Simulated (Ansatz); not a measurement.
# Molecular dynamics, with input and output: GaNH$_{3}$ClO (part 3 of 3)

Continued. System: GaNH$_{3}$ClO. Method: RKS PBE-D4/def2-SVP (Ansatz 0.2.0). One setting was made poor on purpose. It belongs to a series of runs on one base structure; here: dynamics from the start.

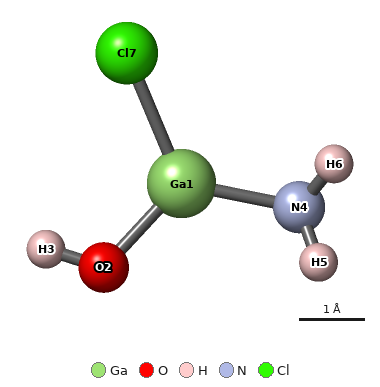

The geometry at step 111 of the log (ball-and-stick view, seen on its broad side; atoms are numbered from 1 in the order of the input).

Trajectory as extended XYZ, continued:
```
7
Properties=species:S:1:pos:R:3:forces:R:3 step=49 time_fs=12.2 energy=-68458.92371 temperature=519.0
Ga    0.0702   -0.0181   -0.0568   -1.2999   0.2801   1.3393
O    -0.0218   -0.3675    1.7699    1.6710   0.2069  -1.7412
H    -0.9463   -0.4391    1.9538   -1.6498  -0.1287   0.5051
N     1.6251    0.1471   -0.8869    2.0916  -0.7794   1.8566
H     2.5166   -0.0645   -0.3362   -1.4432   0.3654  -1.0576
H     1.7938    0.4665   -1.8136    0.1406   0.3338  -1.0958
Cl   -1.8247    0.6049   -1.0054    0.4897  -0.2781   0.1935
7
Properties=species:S:1:pos:R:3:forces:R:3 step=55 time_fs=13.8 energy=-68458.97533 temperature=435.8
Ga    0.0715   -0.0223   -0.0588   -1.3141   0.3493   1.3071
O    -0.0221   -0.3594    1.7719   -0.8010  -0.0351  -1.2059
H    -0.9969   -0.4489    1.9574    0.8438   0.0877  -0.0319
N     1.6332    0.1459   -0.8851    1.1789  -0.1497   0.1702
H     2.4846   -0.0263   -0.3112   -0.5002   0.2074  -0.7550
H     1.7779    0.5209   -1.8285    0.0724  -0.1585   0.3206
Cl   -1.8277    0.6078   -1.0033    0.5202  -0.3010   0.1950
7
Properties=species:S:1:pos:R:3:forces:R:3 step=61 time_fs=15.2 energy=-68458.90400 temperature=239.1
Ga    0.0723   -0.0259   -0.0602   -1.2790   0.4084   1.2411
O    -0.0232   -0.3525    1.7720   -1.8394  -0.1834  -0.9648
H    -1.0254   -0.4557    1.9603    1.8971   0.2131  -0.2574
N     1.6418    0.1447   -0.8834   -0.3626   0.4023  -1.4924
H     2.4482    0.0106   -0.3038    0.9732   0.0038   0.1005
H     1.7659    0.5645   -1.8355    0.0649  -0.5243   1.1780
Cl   -1.8300    0.6100   -1.0015    0.5458  -0.3199   0.1950
7
Properties=species:S:1:pos:R:3:forces:R:3 step=68 time_fs=17.0 energy=-68458.91701 temperature=263.6
Ga    0.0727   -0.0296   -0.0612   -1.1623   0.4710   1.1523
O    -0.0273   -0.3453    1.7705   -1.1448  -0.1547  -1.0817
H    -1.0089   -0.4577    1.9572    1.2018   0.1577  -0.1170
N     1.6505    0.1440   -0.8843   -1.2592   0.2894  -1.6089
H     2.4349    0.0511   -0.2927    1.6260  -0.0070   0.5617
H     1.7549    0.5987   -1.8135    0.1670  -0.4166   0.8977
Cl   -1.8320    0.6123   -0.9993    0.5716  -0.3398   0.1959
7
Properties=species:S:1:pos:R:3:forces:R:3 step=74 time_fs=18.5 energy=-68458.96297 temperature=429.4
Ga    0.0726   -0.0329   -0.0618   -1.0110   0.5320   1.0656
O    -0.0328   -0.3388    1.7674    1.0232   0.0767  -1.5021
H    -0.9650   -0.4558    1.9517   -0.9735  -0.1026   0.3394
N     1.6565    0.1439   -0.8877   -0.4290  -0.4879   0.4177
H     2.4593    0.0888   -0.2709    0.4979   0.1262  -0.1917
H     1.7487    0.6208   -1.7718    0.3016   0.2124  -0.3247
Cl   -1.8335    0.6141   -0.9972    0.5908  -0.3568   0.1957
7
Properties=species:S:1:pos:R:3:forces:R:3 step=80 time_fs=20.0 energy=-68458.86894 temperature=438.3
Ga    0.0721   -0.0366   -0.0620   -0.8464   0.6108   0.9469
O    -0.0378   -0.3311    1.7615    2.8522   0.2994  -1.8223
H    -0.9355   -0.4561    1.9531   -2.7969  -0.3660   0.7464
N     1.6628    0.1429   -0.8910    0.7087  -1.1874   2.4257
H     2.4997    0.1355   -0.2498   -0.8772   0.1174  -1.0614
H     1.7484    0.6516   -1.7301    0.3545   0.8984  -1.4232
Cl   -1.8348    0.6160   -0.9945    0.6052  -0.3726   0.1879
7
Properties=species:S:1:pos:R:3:forces:R:3 step=86 time_fs=21.5 energy=-68458.93011 temperature=745.0
Ga    0.0713   -0.0408   -0.0620   -0.6997   0.7152   0.7581
O    -0.0401   -0.3214    1.7518    1.1586   0.0083  -1.2161
H    -0.9585   -0.4640    1.9707   -1.0735  -0.1318   0.3282
N     1.6716    0.1399   -0.8913    1.3274  -0.7129   2.0279
H     2.5296    0.1944   -0.2479   -1.4690  -0.0604  -1.2478
H     1.7559    0.7079   -1.7097    0.1455   0.5667  -0.8160
Cl   -1.8361    0.6180   -0.9912    0.6106  -0.3851   0.1657
7
Properties=species:S:1:pos:R:3:forces:R:3 step=92 time_fs=23.0 energy=-68458.93600 temperature=882.5
Ga    0.0701   -0.0454   -0.0617   -0.5512   0.8444   0.4755
O    -0.0412   -0.3101    1.7388   -1.4531  -0.5090  -0.1465
H    -1.0089   -0.4759    1.9982    1.5756   0.3166  -0.4534
N     1.6838    0.1354   -0.8885    1.1030   0.5927  -0.0164
H     2.5327    0.2613   -0.2726   -1.0596  -0.2439  -0.6322
H     1.7677    0.7847   -1.7035   -0.2253  -0.6046   0.6372
Cl   -1.8371    0.6202   -0.9872    0.6106  -0.3963   0.1358
7
Properties=species:S:1:pos:R:3:forces:R:3 step=98 time_fs=24.5 energy=-68458.82318 temperature=577.4
Ga    0.0688   -0.0497   -0.0613   -0.3683   0.9667   0.1587
O    -0.0439   -0.2997    1.7258   -2.2919  -0.7596   0.5058
H    -1.0290   -0.4815    2.0166    2.4298   0.5021  -0.8047
N     1.6974    0.1317   -0.8858    0.0009   1.2756  -1.6873
H     2.5151    0.3226   -0.3092    0.1183  -0.2218   0.5017
H     1.7748    0.8485   -1.6858   -0.4986  -1.3565   1.2159
Cl   -1.8377    0.6220   -0.9832    0.6097  -0.4065   0.1098
7
Properties=species:S:1:pos:R:3:forces:R:3 step=105 time_fs=26.2 energy=-68458.84594 temperature=452.0
Ga    0.0673   -0.0538   -0.0609   -0.1274   1.0661  -0.1466
O    -0.0500   -0.2903    1.7134   -1.1531  -0.6254   0.4745
H    -0.9924   -0.4753    2.0162    1.2732   0.3077  -0.4933
N     1.7111    0.1301   -0.8859   -0.9543   0.9769  -1.9417
H     2.5014    0.3795   -0.3327    0.9728  -0.1280   1.3549
H     1.7696    0.8806   -1.6395   -0.6160  -1.1832   0.6648
Cl   -1.8379    0.6236   -0.9791    0.6049  -0.4140   0.0874
7
Properties=species:S:1:pos:R:3:forces:R:3 step=111 time_fs=27.8 energy=-68458.86643 temperature=381.3
Ga    0.0662   -0.0564   -0.0605    0.0586   1.1116  -0.3387
O    -0.0561   -0.2841    1.7047    1.3390  -0.1635  -0.2043
H    -0.9388   -0.4643    2.0059   -1.2477  -0.1945   0.3737
N     1.7199    0.1305   -0.8889   -0.5185   0.2526  -0.4488
H     2.5095    0.4184   -0.3229    0.3498  -0.3785   1.0095
H     1.7525    0.8797   -1.5910   -0.5754  -0.2128  -0.4622
Cl   -1.8377    0.6246   -0.9760    0.5942  -0.4148   0.0707
7
Properties=species:S:1:pos:R:3:forces:R:3 step=117 time_fs=29.2 energy=-68458.78749 temperature=226.9
Ga    0.0651   -0.0585   -0.0604    0.1889   1.1231  -0.5168
O    -0.0599   -0.2787    1.6966    2.7161   0.0991  -0.5332
H    -0.9145   -0.4581    2.0038   -2.6396  -0.4901   0.9032
N     1.7273    0.1311   -0.8922    0.2616  -0.4543   1.2882
H     2.5235    0.4458   -0.2938   -0.6290  -0.7064   0.2270
H     1.7251    0.8748   -1.5564   -0.4707   0.8368  -1.4177
Cl   -1.8372    0.6252   -0.9731    0.5727  -0.4081   0.0493
7
Properties=species:S:1:pos:R:3:forces:R:3 step=123 time_fs=30.8 energy=-68458.84137 temperature=349.8
Ga    0.0642   -0.0603   -0.0604    0.2626   1.1082  -0.7358
O    -0.0604   -0.2732    1.6878    0.7926  -0.3388   0.4578
H    -0.9415   -0.4612    2.0192   -0.7078  -0.0820   0.1758
N     1.7350    0.1312   -0.8937    0.5307  -0.2505   1.6150
H     2.5247    0.4583   -0.2591   -1.1251  -0.7804  -0.3656
H     1.6871    0.8862   -1.5504   -0.2895   0.7363  -1.1655
Cl   -1.8363    0.6255   -0.9702    0.5364  -0.3927   0.0184
7
Properties=species:S:1:pos:R:3:forces:R:3 step=129 time_fs=32.2 energy=-68458.82845 temperature=453.7
Ga    0.0631   -0.0619   -0.0606    0.3155   1.0726  -0.9971
O    -0.0599   -0.2675    1.6786   -1.4869  -0.8618   1.6987
H    -0.9883   -0.4667    2.0404    1.5883   0.4145  -0.7635
N     1.7445    0.1310   -0.8929   -0.0913   0.6647   0.5017
H     2.5013    0.4549   -0.2276   -0.9130  -0.5096  -0.4899
H     1.6382    0.9140   -1.5689    0.0987  -0.4090   0.0689
Cl   -1.8349    0.6257   -0.9669    0.4887  -0.3714  -0.0190
7
Properties=species:S:1:pos:R:3:forces:R:3 step=135 time_fs=33.8 energy=-68458.71660 temperature=437.7
Ga    0.0621   -0.0634   -0.0612    0.3851   1.0102  -1.2503
O    -0.0612   -0.2621    1.6702   -2.2376  -1.0441   2.3016
H    -1.0098   -0.4641    2.0489    2.3408   0.5768  -1.0987
N     1.7554    0.1318   -0.8911   -1.5074   1.0393  -0.9971
H     2.4536    0.4395   -0.2009   -0.0302   0.0754  -0.0018
H     1.5830    0.9381   -1.5899    0.6155  -1.3113   1.1035
Cl   -1.8329    0.6256   -0.9630    0.4338  -0.3463  -0.0572
7
Properties=species:S:1:pos:R:3:forces:R:3 step=141 time_fs=35.2 energy=-68458.68715 temperature=588.6
Ga    0.0609   -0.0649   -0.0624    0.4712   0.9100  -1.4337
O    -0.0659   -0.2570    1.6634   -1.2332  -0.8345   2.0502
H    -0.9833   -0.4480    2.0344    1.3125   0.3557  -0.6645
N     1.7661    0.1344   -0.8905   -2.8821   0.5581  -1.9956
H     2.3949    0.4225   -0.1683    0.9278   0.7047   0.7455
H     1.5306    0.9378   -1.5908    1.0359  -1.3776   1.3934
Cl   -1.8303    0.6252   -0.9583    0.3678  -0.3164  -0.0954
7
Properties=species:S:1:pos:R:3:forces:R:3 step=148 time_fs=37.0 energy=-68458.61570 temperature=708.8
Ga    0.0594   -0.0667   -0.0647    0.5424   0.7486  -1.5256
O    -0.0744   -0.2512    1.6573    2.7727  -0.0303   0.4357
H    -0.9161   -0.4164    1.9981   -2.7356  -0.4513   1.0583
N     1.7753    0.1391   -0.8936   -2.6307  -0.6480  -0.6547
H     2.3367    0.4183   -0.1025    0.7378   0.7928   0.3000
H     1.4864    0.8998   -1.5533    1.0427  -0.1383   0.5286
Cl   -1.8262    0.6245   -0.9518    0.2708  -0.2736  -0.1424
7
Properties=species:S:1:pos:R:3:forces:R:3 step=154 time_fs=38.5 energy=-68458.44515 temperature=504.4
Ga    0.0582   -0.0680   -0.0673    0.5407   0.6028  -1.5652
O    -0.0788   -0.2460    1.6525    3.9221   0.1346   0.0513
H    -0.9082   -0.3953    1.9849   -3.8875  -0.6145   1.5336
N     1.7795    0.1425   -0.8976   -1.1322  -2.1999   2.3162
H     2.2992    0.4327   -0.0337   -0.0350   0.4270  -1.0683
H     1.4686    0.8602   -1.5053    0.4234   1.8793  -1.0750
Cl   -1.8222    0.6236   -0.9457    0.1685  -0.2295  -0.1925
7
Properties=species:S:1:pos:R:3:forces:R:3 step=160 time_fs=40.0 energy=-68458.46363 temperature=564.3
Ga    0.0571   -0.0693   -0.0706    0.4915   0.4890  -1.6084
O    -0.0786   -0.2404    1.6479    0.0813  -0.5599   1.7807
H    -0.9749   -0.3851    2.0005   -0.0067   0.0817  -0.0789
N     1.7820    0.1427   -0.8983   -0.3702  -2.6091   3.6316
H     2.2604    0.4573    0.0155   -0.3342   0.1494  -1.8516
H     1.4600    0.8580   -1.4770    0.0901   2.6303  -1.6175
Cl   -1.8179    0.6225   -0.9395    0.0483  -0.1815  -0.2558
7
Properties=species:S:1:pos:R:3:forces:R:3 step=166 time_fs=41.5 energy=-68458.44789 temperature=544.1
Ga    0.0562   -0.0704   -0.0745    0.4310   0.4302  -1.5811
O    -0.0780   -0.2355    1.6454   -2.4087  -0.9130   2.8334
H    -1.0465   -0.3737    2.0162    2.5278   0.4404  -1.1031
N     1.7838    0.1391   -0.8938   -1.0522  -0.7842   2.0865
H     2.2147    0.4860    0.0275   -0.0890   0.0921  -1.6263
H     1.4550    0.9077   -1.4795    0.6686   0.8731  -0.2898
Cl   -1.8135    0.6213   -0.9334   -0.0775  -0.1386  -0.3195
```

The run was set up as follows.

Input file:
```yaml
crystal:
  periodic: [false, false, false]
  atoms:
    - { symbol: Ga, position_ang: [0.048411, 0.018592, -0.02977] }
    - { symbol: O, position_ang: [0.005478, -0.429234, 1.706563] }
    - { symbol: H, position_ang: [-0.902883, -0.388254, 2.057514] }
    - { symbol: "N", position_ang: [1.635765, 0.143947, -0.899489] }
    - { symbol: H, position_ang: [2.44602, -0.3523, -0.521948] }
    - { symbol: H, position_ang: [1.643451, 0.148153, -1.921182] }
    - { symbol: Cl, position_ang: [-1.793441, 0.577696, -1.019588] }
basis:
  gaussian: { orbitals: def2-SVP }
hamiltonian:
  xc: pbe
  dispersion: d4
md:
  timestep: 0.25
  n_steps: 166
  ensemble: nvt_nose_hoover
  temperature: 500.0
  initial_velocities: maxwell_boltzmann
  seed: 952175
  nose_hoover: { tau: 3.0, chain_length: 1 }
```

Launch command:
```bash
ansatz run input.yaml --threads 2 --pin off --max-ram 3072MiB --backend cpu --events-out ev --progress --plain --runs-dir out
```

Summary:

| quantity | value |
| --- | --- |
| outcome | finished |
| mean temperature over the second half | 530 K |
| trajectory | 166 steps, 41.5 fs |
| ensemble | nvt_nose_hoover |
| temperature in the input | 500.0 K |
| time step | 0.25 fs |
| potential energy (last step) | −68458.4479 eV |
| mean-field energy (last step) | −68458.3046 eV |
| largest force (length of the vector) (last step) | 3.829 eV/Å |
| hardware | 2 threads of Arm Neoverse V2, 24 GiB of memory available, shared host |
| wall time | 3.3 min (CPU time 6.4 min) |
| peak memory | 0.12 GiB |

Remarks:

A deliberately poor setting: thermostat time. So short a trajectory is not equilibrated.
